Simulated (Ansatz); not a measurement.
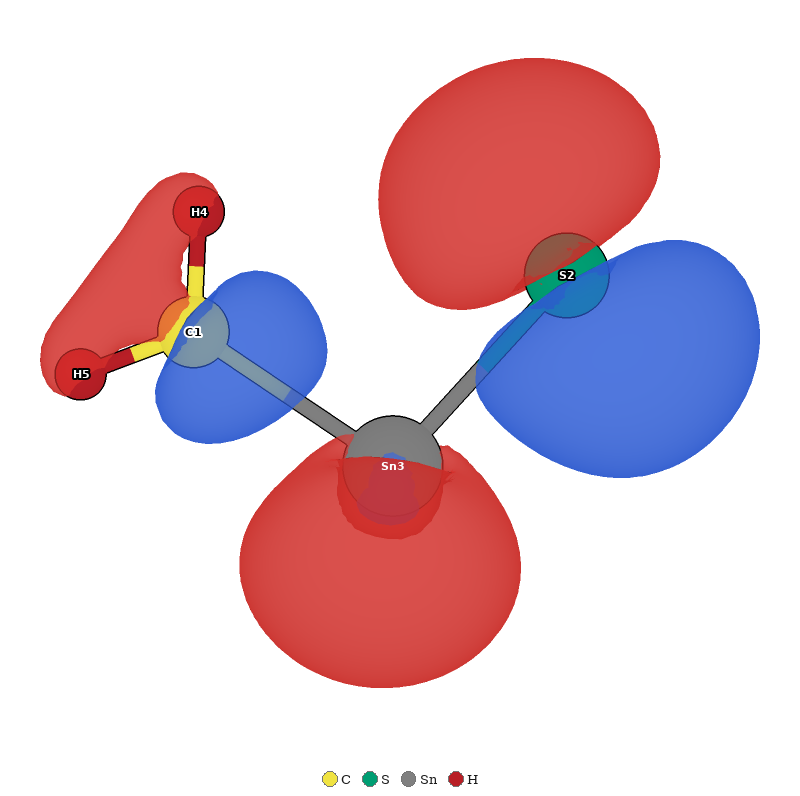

*CH2SSn (SMILES [CH2]=[Sn][S-]) (charge −1, doublet). The HOMO (α) at ±0.08 Å⁻³ᐟ² (red and blue are the two phases), seen across its widest extent.*

Geometry: r2SCAN-D4/def2-SVPD; core potentials replace the inner electrons of Sn.

All numbers below come from Ansatz, isolated molecule in a Gaussian basis; Kohn-Sham density functional theory, functional PBE0.

Input

```
crystal:
  periodic: [false, false, false]
  atoms:
    - symbol: C
      position_ang: [-2.458702, 0.358639, 0.272440]
    - symbol: S
      position_ang: [0.787866, 0.386500, 1.464015]
    - symbol: Sn
      position_ang: [-0.426064, 0.395568, -0.566472]
    - symbol: H
      position_ang: [-2.628813, 0.343591, 1.361433]
    - symbol: H
      position_ang: [-3.393805, 0.353172, -0.315369]
basis:
  gaussian:
    orbitals: def2-TZVPD
magnetization:
  spin_polarized: true
  initial_magnetization: 1
hamiltonian:
  xc: {name: PBE0}
total_charge: -1
output: {forces: true, orbitals: {seedname: orbitals}}
```

Command:

```sh
ansatz run input.yaml --threads 2 --pin off --max-ram 4350MiB --events-out events.jsonl --progress --plain --runs-dir runs
```

What is the character of this orbital?

Answer. Its weight (Hirshfeld) is mainly on S2 (about 65 %), Sn3 (about 25 %) and C1 (about 10 %); it is symmetric in the molecular plane (an in-plane orbital: σ, lone-pair or in-plane π type). Its energy is −0.97 eV.
